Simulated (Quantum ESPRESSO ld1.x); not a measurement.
Run report: Au, atomic calculation

System: the neutral gold atom in the configuration [Kr] 4d10 4f14 5s2 5p5.5 5d10 6s1.5.
Method: scalar-relativistic Kohn-Sham, LDA (Slater exchange, Gunnarsson-Lundqvist correlation), spin-unpolarised, spherical densities, point nucleus (Quantum ESPRESSO ld1.x 7.5).

## Results in brief

```
                       quantity                      value
                        outcome                  converged
                   total energy        −19002.1709 hartree
                 kinetic energy         21259.7266 hartree
        electron–nucleus energy        −47287.3140 hartree
                 Hartree energy          7378.8988 hartree
    exchange–correlation energy        −353.482322 hartree
radius at density 0.001 e/bohr³                  4.29 bohr
                 SCF iterations                         30
                       hardware  1 CPU thread, shared host
                      wall time                      1.7 s
```

## Input file
```
 &input
    zed=79.0,
    iswitch=1,
    rel=1,
    dft='SLA-GL',
    config='[Kr] 4d10 4f14 5s2 5p5.5 5d10 6s1.5',
    verbosity='high',
    prefix='ld1',
    max_out_wfc=37,
    file_charge='ld1.rho',
 /
```

## Log
```
     Program LD1 v.7.5 starts

     --------------------------- All-electron run ----------------------------

     scalar relativistic calculation

     atomic number is 79.00
     dft =SLA-GL   lsd =0 sic =0 latt =0  beta=0.20 tr2=1.0E-14
     Exchange-correlation= SLA-GL
                           (   1   9   0   0   0   0   0)
     mesh =2123 r(mesh) = 100.13829 a.u. xmin = -8.00 dx = 0.00800
     1 Ry =  13.60569312 eV, c = 137.03599908

     n l     nl                  e(Ry)          e(Ha)          e(eV)
     1 0     1S 1( 2.00)   -5933.346164297   -2966.673082149 -80727.2871039
     2 0     2S 1( 2.00)   -1047.157056410    -523.578528205 -14247.2975611
     2 1     2P 1( 6.00)    -905.555082514    -452.777541257 -12320.7045587
     3 0     3S 1( 2.00)    -247.306641947    -123.653320974  -3364.7782776
     3 1     3P 1( 6.00)    -206.245843071    -103.122921535  -2806.1176487
     4 0     4S 1( 2.00)     -53.808481474     -26.904240737   -732.1016864
     4 1     4P 1( 6.00)     -40.341629957     -20.170814979   -548.8758373
     3 2     3D 1(10.00)    -162.339284885     -81.169642443  -2208.7384920
     4 2     4D 1(10.00)     -24.179034870     -12.089517435   -328.9725284
     4 3     4F 1(14.00)      -6.220963779      -3.110481890    -84.6405241
     5 0     5S 1( 2.00)      -8.186689269      -4.093344634   -111.3855819
     5 1     5P 1( 5.50)      -4.588059851      -2.294029925    -62.4237344
     5 2     5D 1(10.00)      -0.644705278      -0.322352639     -8.7716622
     6 0     6S 1( 1.50)      -0.497869733      -0.248934866     -6.7738628

     final scf error:  7.4E-15 reached in  30 iterations

     Etot =  -38004.341768 Ry,  -19002.170884 Ha, -517075.411441 eV

     Ekin =   42519.453278 Ry,   21259.726639 Ha,  578506.633059 eV
     Encl =  -94574.628078 Ry,  -47287.314039 Ha,-1286753.366855 eV
     Eh   =   14757.797675 Ry,    7378.898837 Ha,  200790.066336 eV
     Exc  =    -706.964643 Ry,    -353.482322 Ha,   -9618.743982 eV

     normalization and overlap integrals

     s(1S/1S) =  1.000000  <r> =   0.0169  <r2> =    0.0004  r(max) =   0.0104
     s(1S/2S) = -0.037327
     s(1S/3S) = -0.016367
     s(1S/4S) = -0.008095
     s(1S/5S) = -0.003623
     s(1S/6S) = -0.001081
     s(2S/2S) =  1.000000  <r> =   0.0712  <r2> =    0.0060  r(max) =   0.0602
     s(2S/3S) = -0.010530
     s(2S/4S) = -0.004963
     s(2S/5S) = -0.002199
     s(2S/6S) = -0.000655
     s(2P/2P) =  1.000000  <r> =   0.0643  <r2> =    0.0050  r(max) =   0.0497
     s(2P/3P) = -0.008238
     s(2P/4P) = -0.003677
     s(2P/5P) = -0.001495
     s(3S/3S) =  1.000000  <r> =   0.1840  <r2> =    0.0387  r(max) =   0.1691
     s(3S/4S) = -0.003618
     s(3S/5S) = -0.001548
     s(3S/6S) = -0.000459
     s(3P/3P) =  1.000000  <r> =   0.1852  <r2> =    0.0398  r(max) =   0.1691
     s(3P/4P) = -0.003035
     s(3P/5P) = -0.001193
     s(4S/4S) =  1.000000  <r> =   0.4073  <r2> =    0.1872  r(max) =   0.3823
     s(4S/5S) = -0.001089
     s(4S/6S) = -0.000317
     s(4P/4P) =  1.000000  <r> =   0.4338  <r2> =    0.2139  r(max) =   0.4044
     s(4P/5P) = -0.000852
     s(3D/3D) =  1.000000  <r> =   0.1677  <r2> =    0.0329  r(max) =   0.1373
     s(3D/4D) = -0.002216
     s(3D/5D) = -0.000623
     s(4D/4D) =  1.000000  <r> =   0.4586  <r2> =    0.2430  r(max) =   0.4109
     s(4D/5D) = -0.000488
     s(4F/4F) =  1.000000  <r> =   0.4982  <r2> =    0.3008  r(max) =   0.3763
     s(5S/5S) =  1.000000  <r> =   0.9237  <r2> =    0.9575  r(max) =   0.8441
     s(5S/6S) = -0.000185
     s(5P/5P) =  1.000000  <r> =   1.0671  <r2> =    1.2892  r(max) =   0.9518
     s(5D/5D) =  1.000000  <r> =   1.5725  <r2> =    2.9719  r(max) =   1.2003
     s(6S/6S) =  1.000000  <r> =   2.7607  <r2> =    8.7523  r(max) =   2.2763

     ------------------------ End of All-electron run ------------------------
```

## Orbitals

| orbital | occupation | energy (eV) | ⟨r⟩ (bohr) | outer maximum (bohr) |
| --- | --- | --- | --- | --- |
| 1s | 2 | −80727.3 | 0.01687 | 0.0104 |
| 2s | 2 | −14247.3 | 0.07115 | 0.0602 |
| 2p | 6 | −12320.7 | 0.06426 | 0.0497 |
| 3s | 2 | −3364.8 | 0.1840 | 0.169 |
| 3p | 6 | −2806.1 | 0.1852 | 0.169 |
| 3d | 10 | −2208.7 | 0.1677 | 0.137 |
| 4s | 2 | −732.102 | 0.4073 | 0.382 |
| 4p | 6 | −548.876 | 0.4338 | 0.404 |
| 4d | 10 | −328.973 | 0.4586 | 0.411 |
| 5s | 2 | −111.386 | 0.9237 | 0.844 |
| 4f | 14 | −84.641 | 0.4982 | 0.376 |
| 5p | 5.5 | −62.424 | 1.067 | 0.952 |
| 5d | 10 | −8.772 | 1.573 | 1.20 |
| 6s | 1.5 | −6.774 | 2.761 | 2.28 |

## Slater integrals of the outer shells (hartree)

```
 integral   value
F0(6s,6s)  0.3276
F0(6s,5d)  0.3922
G2(6s,5d)  0.0939
F0(6s,5p)  0.4141
G1(6s,5p)  0.0267
F0(6s,4f)  0.4344
G3(6s,4f)  0.0099
F0(6s,5s)  0.4192
```

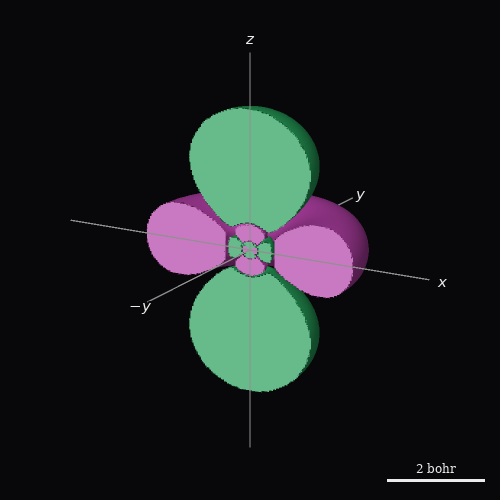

**Figure 1.** One occupied orbital is shown. The surface of constant |ψ| that holds about 90 % of the electron is drawn, green where ψ is positive and pink where it is negative, with the half in front of the xz plane cut away and the cut face painted. The radial function comes from the spherical calculation and is multiplied by a real spherical harmonic; the overall sign is chosen so that the largest lobe of P(r) is positive; at the scalar-relativistic level it is the large component. It is 5d(z²). It has two nodal cones about z and 2 radial nodes, at r = 0.193 and 0.560 bohr. The outermost maximum of P² lies at 1.20 bohr, ⟨r⟩ = 1.57 bohr, 90 % of the charge lies within 2.48 bohr, and the eigenvalue is −8.77 eV, with 10 electrons in the shell.

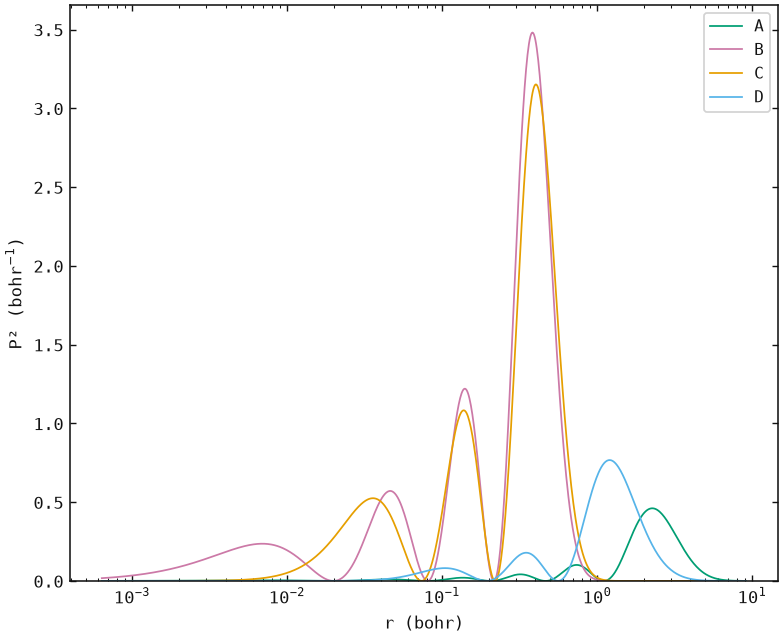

**Figure 2.** The radial probability densities P² of 4s, 6s, 5d and 4p. A is 6s; B is 4s; C is 4p; D is 5d. 4s: outer maximum at 0.382 bohr, ⟨r⟩ = 0.407 bohr, 3 nodes, eigenvalue −732.1 eV; 4p: outer maximum at 0.404 bohr, ⟨r⟩ = 0.434 bohr, 2 nodes, eigenvalue −548.9 eV; 5d: outer maximum at 1.20 bohr, ⟨r⟩ = 1.57 bohr, 2 nodes, eigenvalue −8.77 eV; 6s: outer maximum at 2.28 bohr, ⟨r⟩ = 2.76 bohr, 5 nodes, eigenvalue −6.77 eV.

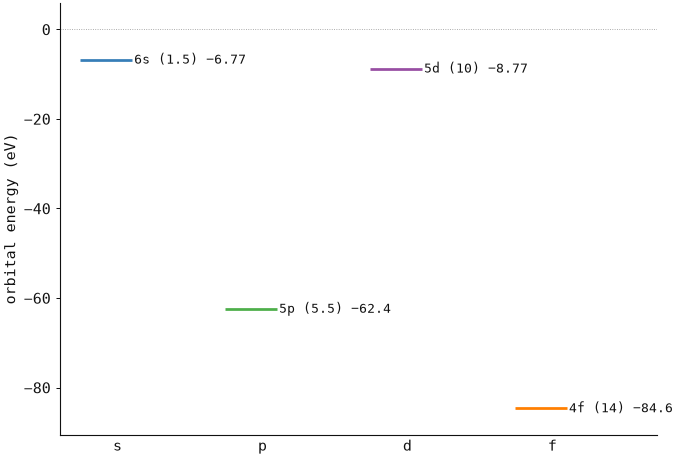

**Figure 3.** The outer levels are drawn (occupations in brackets). The highest occupied level is 6s at −6.77 eV. From the top down the occupied levels run 6s (−6.77 eV), 5d (−8.77 eV), 5p (−62.4 eV), 4f (−84.6 eV). The open 5p shell lies under a filled one.
